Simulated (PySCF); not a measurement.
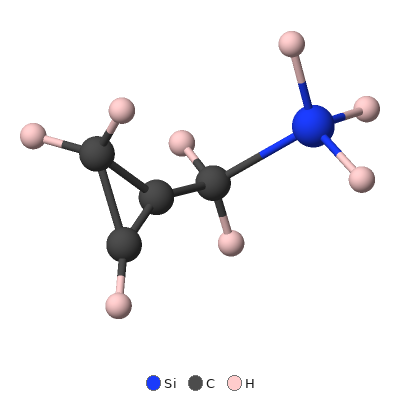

Geometry used (C₄H₈Si, SMILES [SiH3]CC1=CC1).

Simulated rotational absorption lines between 6 and 18 GHz at 5 K: rigid rotor with the equilibrium constants and dipole of one optimised conformer (PBE0-D3(BJ)/def2-SVP, PySCF), commonest isotopes; no centrifugal distortion, hyperfine structure, internal rotation or nuclear-spin weights; lines within 1 MHz of each other are summed. Lines of different type are drawn apart.

### What are the rotational constants, and what kind of rotor is it?

Rotational constants A, B, C = 9.818, 2.059, 1.965 GHz; Ray's κ = −0.98, a near-prolate asymmetric top.

### Which dipole components drive the lines?

|μa|, |μb|, |μc| = 0.42, 0.79, 0.09 D; b-type lines carry 71 % of the intensity in this range.

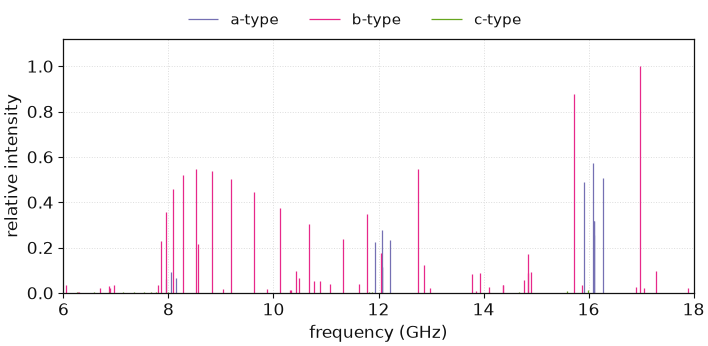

Caveats: coarse grid, loose stop and no frequency check, small forces are noise and the end may be a saddle.
